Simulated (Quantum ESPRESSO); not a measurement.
# MnGe: which magnetic order is lowest, part 2 of 2

A self-consistent run ends on one state, which hangs on the start. Several orders of MnGe are started in Quantum ESPRESSO and their energies compared.

Quantum ESPRESSO 7.5; LDA; plane waves with GBRV 1.5 LDA potentials, no spin-orbit coupling.

So far, absolute magnetization (μB): step 2 (start 1: ferro ++++) 7.75.

**3. Run 2, typed as antiferro ++−−**

The input, pw.in:

```
&CONTROL
  calculation = 'scf'
  prefix = 'pwscf'
  outdir = './tmp'
  pseudo_dir = './pseudo'
  disk_io = 'nowf'
/
&SYSTEM
  ibrav = 0
  nat = 8
  ntyp = 3
  ecutwfc = 40
  ecutrho = 280
  nbnd = 72
  occupations = 'smearing'
  smearing = 'fd'
  degauss = 0.00734986
  nspin = 2
  starting_magnetization(1) = 0.2333
  starting_magnetization(2) = -0.2333
  starting_magnetization(3) = 0
/
&ELECTRONS
  conv_thr = 1.6d-08
  electron_maxstep = 150
  mixing_beta = 0.3
/
ATOMIC_SPECIES
Mn1    54.9380 mn_lda_v1.5.uspp.F.UPF
Mn2    54.9380 mn_lda_v1.5.uspp.F.UPF
Ge     72.6300 ge_lda_v1.4.uspp.F.UPF
CELL_PARAMETERS angstrom
   4.7250030600    0.0000000000    0.0000000000
   0.0000000000    4.7250030600    0.0000000000
   0.0000000000    0.0000000000    4.7250030600
ATOMIC_POSITIONS crystal
Mn1     0.6371118200    0.1371118200    0.3628881800
Mn1     0.1371118200    0.3628881800    0.6371118200
Mn2     0.3628881800    0.6371118200    0.1371118200
Mn2     0.8628881800    0.8628881800    0.8628881800
Ge      0.3423633700    0.8423633700    0.6576366300
Ge      0.8423633700    0.6576366300    0.3423633700
Ge      0.6576366300    0.3423633700    0.8423633700
Ge      0.1576366300    0.1576366300    0.1576366300
K_POINTS automatic
6 6 6 0 0 0
```

The run is started by

```sh
> OMP_NUM_THREADS=1 mpirun -n 4 pw.x -nk 4 -in pw.in > pw.out
```

Log:

```text
[banner, memory and clock lines left out]
Program PWSCF v.7.5 starts

     Message from routine setup:
     using ibrav=0 with symmetry is DISCOURAGED, use correct ibrav instead

     bravais-lattice index     =            0
     lattice parameter (alat)  =       8.9290  a.u.
     unit-cell volume          =     711.8736 (a.u.)^3
     number of atoms/cell      =            8
     number of atomic types    =            3
     number of electrons       =       116.00
     number of Kohn-Sham states=           72
     kinetic-energy cutoff     =      40.0000  Ry
     charge density cutoff     =     280.0000  Ry
     scf convergence threshold =      1.6E-08
     mixing beta               =       0.3000
     number of iterations used =            8  plain     mixing
     Exchange-correlation=  SLA  PZ   NOGX NOGC
                           (   1   1   0   0   0   0   0)

     celldm(1)=   8.928962  celldm(2)=   0.000000  celldm(3)=   0.000000
     celldm(4)=   0.000000  celldm(5)=   0.000000  celldm(6)=   0.000000

     crystal axes: (cart. coord. in units of alat)
               a(1) = (   1.000000   0.000000   0.000000 )
               a(2) = (   0.000000   1.000000   0.000000 )
               a(3) = (   0.000000   0.000000   1.000000 )

     reciprocal axes: (cart. coord. in units 2 pi/alat)
               b(1) = (  1.000000  0.000000  0.000000 )
               b(2) = (  0.000000  1.000000  0.000000 )
               b(3) = (  0.000000  0.000000  1.000000 )

     PseudoPot. # 1 for Mn read from file:
     mn_lda_v1.5.uspp.F.UPF
     Pseudo is Ultrasoft + core correction, Zval = 15.0

     PseudoPot. # 2 for Mn read from file:
     mn_lda_v1.5.uspp.F.UPF
     Pseudo is Ultrasoft + core correction, Zval = 15.0

     PseudoPot. # 3 for Ge read from file:
     ge_lda_v1.4.uspp.F.UPF
     Pseudo is Ultrasoft + core correction, Zval = 14.0

     atomic species   valence    mass     pseudopotential
     Mn1              15.00    54.93800     Mn( 1.00)
     Mn2              15.00    54.93800     Mn( 1.00)
     Ge               14.00    72.63000     Ge( 1.00)

     Starting magnetic structure
     atomic species   magnetization
     Mn1             0.233
     Mn2            -0.233
     Ge              0.000

      2 Sym. Ops. (no inversion) found ( 1 have fractional translation)

   Cartesian axes

     site n.     atom                  positions (alat units)
         1        Mn1    tau(   1) = (   0.6371118   0.1371118   0.3628882  )
         2        Mn1    tau(   2) = (   0.1371118   0.3628882   0.6371118  )
         3        Mn2    tau(   3) = (   0.3628882   0.6371118   0.1371118  )
         4        Mn2    tau(   4) = (   0.8628882   0.8628882   0.8628882  )
         5        Ge     tau(   5) = (   0.3423634   0.8423634   0.6576366  )
         6        Ge     tau(   6) = (   0.8423634   0.6576366   0.3423634  )
         7        Ge     tau(   7) = (   0.6576366   0.3423634   0.8423634  )
         8        Ge     tau(   8) = (   0.1576366   0.1576366   0.1576366  )

     number of k points=    80  Fermi-Dirac smearing, width (Ry)=  0.0073
                       cart. coord. in units 2pi/alat
        k(    1) = (   0.0000000   0.0000000   0.0000000), wk =   0.0046296
        k(    2) = (   0.0000000   0.0000000   0.1666667), wk =   0.0092593
        k(    3) = (   0.0000000   0.0000000   0.3333333), wk =   0.0092593
        k(    4) = (   0.0000000   0.0000000  -0.5000000), wk =   0.0046296
        k(    5) = (   0.0000000   0.1666667   0.1666667), wk =   0.0092593
        [... 75 further k-points ...]

     Dense  grid:    56259 G-vectors     FFT dimensions: (  48,  48,  48)

     Smooth grid:    24303 G-vectors     FFT dimensions: (  36,  36,  36)

     Check: negative core charge=   -0.000039
     Generating pointlists ...
     new r_m :   0.2106 (alat units)  1.8803 (a.u.) for type    1
     new r_m :   0.2106 (alat units)  1.8803 (a.u.) for type    2
     new r_m :   0.2106 (alat units)  1.8803 (a.u.) for type    3

     Initial potential from superposition of free atoms

     starting charge     113.9969, renormalised to     116.0000
     Starting wfcs are   88 randomized atomic wfcs

     Self-consistent Calculation

     iteration #  1     ecut=    40.00 Ry     beta= 0.30
     Davidson diagonalization with overlap
     ethr =  1.00E-02,  avg # of iterations =  2.0

     total energy              =   -1696.91526407 Ry
     estimated scf accuracy    <       1.87745470 Ry

     total magnetization       =     0.00 Bohr mag/cell
     absolute magnetization    =     9.52 Bohr mag/cell

     iteration #  2     ecut=    40.00 Ry     beta= 0.30
     Davidson diagonalization with overlap
     ethr =  1.62E-03,  avg # of iterations =  2.0

     total energy              =   -1697.07687304 Ry
     estimated scf accuracy    <       0.55548709 Ry

     total magnetization       =    -0.00 Bohr mag/cell
     absolute magnetization    =     9.87 Bohr mag/cell

     [... further iterations left out ...]

     iteration # 15     ecut=    40.00 Ry     beta= 0.30
     Davidson diagonalization with overlap
     ethr =  2.41E-10,  avg # of iterations =  1.1

     total energy              =   -1697.18446496 Ry
     estimated scf accuracy    <       0.00000007 Ry

     total magnetization       =     0.00 Bohr mag/cell
     absolute magnetization    =     5.20 Bohr mag/cell

     iteration # 16     ecut=    40.00 Ry     beta= 0.30
     Davidson diagonalization with overlap
     ethr =  6.02E-11,  avg # of iterations =  1.9

     Magnetic moment per site  (integrated on atomic sphere of radius R)
     atom   1 (R=0.211)  charge= 13.1943  magn=  1.1741
     atom   2 (R=0.211)  charge= 13.1943  magn=  1.1741
     atom   3 (R=0.211)  charge= 13.1943  magn= -1.1725
     atom   4 (R=0.211)  charge= 13.1943  magn= -1.1725
     atom   5 (R=0.211)  charge= 11.8006  magn=  0.0004
     atom   6 (R=0.211)  charge= 11.8006  magn=  0.0004
     atom   7 (R=0.211)  charge= 11.8006  magn= -0.0004
     atom   8 (R=0.211)  charge= 11.8006  magn= -0.0004

     End of self-consistent calculation

     Number of k-points >= 100: set verbosity='high' to print the bands.

     the Fermi energy is    15.9460 ev

!    total energy              =   -1697.18446497 Ry
     estimated scf accuracy    <          9.5E-09 Ry
     smearing contrib. (-TS)   =      -0.02248016 Ry
     internal energy E=F+TS    =   -1697.16198481 Ry

     The total energy is F=E-TS. E is the sum of the following terms:
     one-electron contribution =    -754.19231631 Ry
     hartree contribution      =     474.12325847 Ry
     xc contribution           =    -334.50437643 Ry
     ewald contribution        =   -1082.58855054 Ry

     total magnetization       =     0.00 Bohr mag/cell
     absolute magnetization    =     5.20 Bohr mag/cell

     convergence has been achieved in  16 iterations
```

Wall time 3.7 min (4 MPI ranks of Arm Neoverse V2, shared host); peak memory 1 GiB.

Spin moment in the atom's sphere by atom:

```
atom  spin moment in the atom's sphere (μB)
 Mn1                                   1.17
 Mn2                                   1.17
 Mn3                                  -1.17
 Mn4                                  -1.17
 Ge5                                   0.00
 Ge6                                   0.00
 Ge7                                   0.00
 Ge8                                   0.00
```

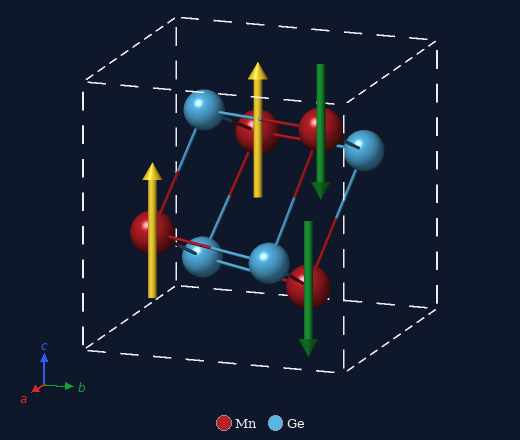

Spin moment in the atom's sphere as arrows, the longest 1.17 μB. Up and down stand for the sign. Arrows give size and sign along the axis of quantisation, drawn up and down the page. The two directions have two colours.

This step gave:

```
smearing term TS       : 0.3059 eV
magnetization          : 0 μB
absolute magnetization : 5.203 μB
final state            : antiferromagnetic
```

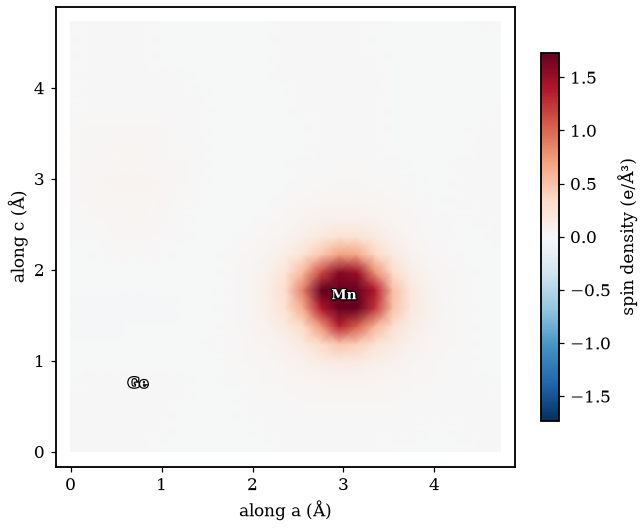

Spin density in the ac plane at fractional y = 0.137, with atoms of Mn and Ge within 0.2 Å of it.

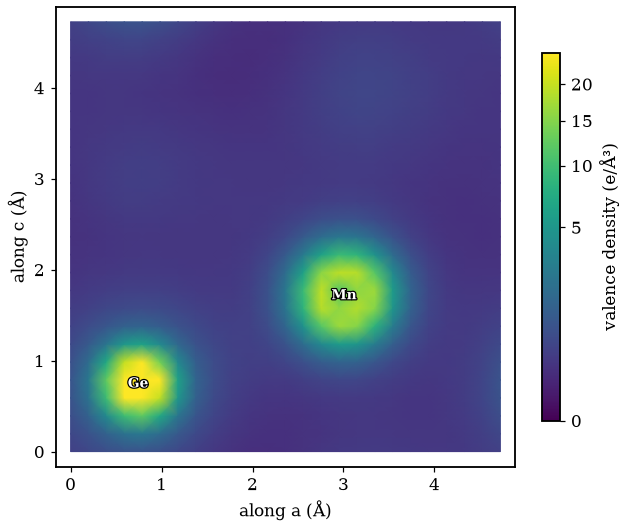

Valence density in the ac plane at fractional y = 0.137, with atoms of Mn and Ge within 0.2 Å of it. It is the smooth field of the valence electrons, not physical close to the nuclei. The colour scale is stretched toward low values.

**4. Run 3 (ferri +++−)**

Changes to pw.in since step 3:

```diff
@@ -13,3 +13,3 @@
   ecutrho = 280
-  nbnd = 72
+  nbnd = 76
   occupations = 'smearing'
@@ -38,3 +38,3 @@
 Mn1     0.1371118200    0.3628881800    0.6371118200
-Mn2     0.3628881800    0.6371118200    0.1371118200
+Mn1     0.3628881800    0.6371118200    0.1371118200
 Mn2     0.8628881800    0.8628881800    0.8628881800
```

Log:

```text
     [... lines left out ...]
Program PWSCF v.7.5 starts
     [... lines left out ...]
     number of atoms/cell      =            8
     [... lines left out ...]
     number of electrons       =       116.00
     number of Kohn-Sham states=           76
     kinetic-energy cutoff     =      40.0000  Ry
     charge density cutoff     =     280.0000  Ry
     scf convergence threshold =      1.6E-08
     [... lines left out ...]
      3 Sym. Ops. (no inversion) found
     [... lines left out ...]
     number of k points=    40  Fermi-Dirac smearing, width (Ry)=  0.0073
     [... lines left out ...]
     iteration # 80     ecut=    40.00 Ry     beta= 0.30
     [... lines left out ...]
     Magnetic moment per site  (integrated on atomic sphere of radius R)
     atom   1 (R=0.211)  charge= 13.1933  magn=  1.7329
     atom   2 (R=0.211)  charge= 13.1933  magn=  1.7329
     atom   3 (R=0.211)  charge= 13.1933  magn=  1.7329
     atom   4 (R=0.211)  charge= 13.1933  magn=  1.7328
     atom   5 (R=0.211)  charge= 11.8035  magn= -0.0701
     atom   6 (R=0.211)  charge= 11.8035  magn= -0.0701
     atom   7 (R=0.211)  charge= 11.8035  magn= -0.0701
     atom   8 (R=0.211)  charge= 11.8035  magn= -0.0701
     [... lines left out ...]
     the Fermi energy is    15.9973 ev
!    total energy              =   -1697.20076390 Ry
     estimated scf accuracy    <          7.6E-10 Ry
     smearing contrib. (-TS)   =      -0.01609234 Ry
     [... lines left out ...]
     total magnetization       =     6.73 Bohr mag/cell
     absolute magnetization    =     7.75 Bohr mag/cell
     convergence has been achieved in  80 iterations
```

Elapsed: 12 min, on 4 MPI ranks; peak memory 0.85 GiB.

Spin moment in the atom's sphere by atom:

```
atom  spin moment in the atom's sphere (μB)
 Mn1                                   1.73
 Mn2                                   1.73
 Mn3                                   1.73
 Mn4                                   1.73
 Ge5                                  -0.07
 Ge6                                  -0.07
 Ge7                                  -0.07
 Ge8                                  -0.07
```

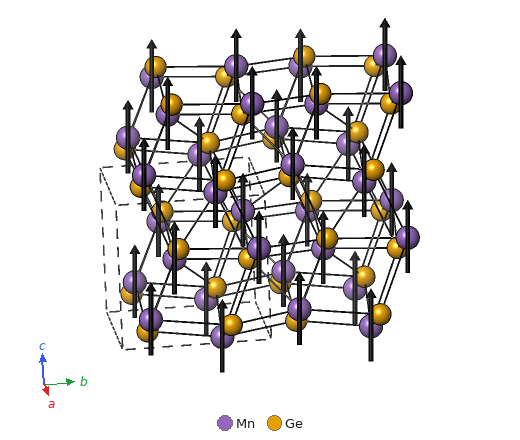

Spin moment in the atom's sphere as arrows, the longest 1.73 μB. Up and down stand for the sign. Arrows give size and sign along the axis of quantisation, drawn up and down the page. 2×2×2 cells are drawn.

Read from the output:

```
smearing term TS       : 0.2189 eV
magnetization          : 6.734 μB
absolute magnetization : 7.755 μB
final state            : ferromagnetic
```

The typed signs were not kept.

**5. Ranking**

An order is kept where moments of 0.15 μB or more survive with the typed signs; meshes match where a doubled cell samples the same k points as the first cell.

Orders:

```
         start        final state  typed order kept  energy over the lowest (meV a seeded atom)  largest site moment (μB)  net moment (μB a cell of the first run)  mesh matched  CPU time (s)
    ferro ++++      ferromagnetic               yes                                           0                     1.733                                    6.734           yes         273.5
antiferro ++--  antiferromagnetic               yes                                       55.44                     1.174                                 0.003227           yes         881.5
    ferri +++-      ferromagnetic                no                                           0                     1.733                                    6.734           yes          2837
```

**6. Outcome**

* lowest state found: ferromagnetic (from ferro ++++ and ferri +++-)
* largest site moment: 1.73 μB
* next state with moments: antiferromagnetic, 55.4 meV a seeded atom higher

In words: The smearing terms TS of the orders run from 55 to 76 meV a seeded atom, so the differences would change at a smaller width: an order with a larger TS is lowered more by the smearing. 1 start left the typed signs, so such an energy belongs to the state reached, not the one typed. Only these 3 starts were compared; other wavevectors, canted and longer-period orders were not. A computed site moment is spin alone and hangs on the region that is counted: the program's spheres do not touch and miss the tail of the moment. Measured moments hold any orbital part as well, and belong to the order of the sample, which need not be the order of this run. Energies are free energies at an electronic temperature of 1160 K, which lowers moments and differences where the moments are itinerant.

Computed beside measured:

| quantity | measured | in the sphere |
| --- | --- | --- |
| moment (Mn) (μB) | 1.83 | 1.73 (-5.3 %) |

Measured values from arxiv:1602.01756 (2016).

**Verdict.** The moment is off by -5.3 %. No cell relaxation is part of this session.

[Logs and program files are shortened in this print: banners, set-up blocks, solver, clock and traceback lines can be left out without a mark of their own.]

[Logs are printed without paths, hosts, clocks, repeated set-up lines and the standing remarks that a program may print on its own settings, such as how far it seeks lower states.]

[Hosts, paths, dates, database ids (printed as entryN), source tags and the programs' standing remarks are cut or masked in the printed files.]

[Where a cell is said to come from a database of computed structures, the database is the Materials Project.]
